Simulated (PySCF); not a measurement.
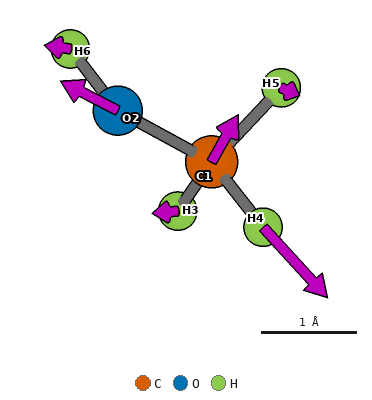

This is a relaxation of CH4O. The starting structure is drawn; purple arrows show the displacements, magnified 30 times. The two geometries are superimposed by the best rigid fit.

Style: ball-and-stick. Shown from a free direction.

The start comes from GFN2-xTB. Its atoms were then displaced at random by about 0.01 Å.

These are results of PBE0-D3(BJ)/def2-SVP geometry optimisation, gas phase in PySCF 2.14.0, density-fitted response routines, not measurements. 

Question: Atoms of which element are displaced furthest, and by how much?

Answer: Hydrogen: up to 0.034 Å, against 0.023 Å for oxygen.

Question: What happened in the run?

Answer: Over 6 geometry steps the energy falls by 4.46 kJ/mol. The atom that moves furthest after the best rigid fit is H4 (0.034 Å). By element the largest moves are H 0.034 Å, O 0.023 Å, C 0.020 Å. Among the contacts that change: C1–H4 1.068 → 1.100 Å, C1–H3 1.086 → 1.108 Å, C1–O2 1.378 → 1.397 Å, C1–H5 1.121 → 1.108 Å.
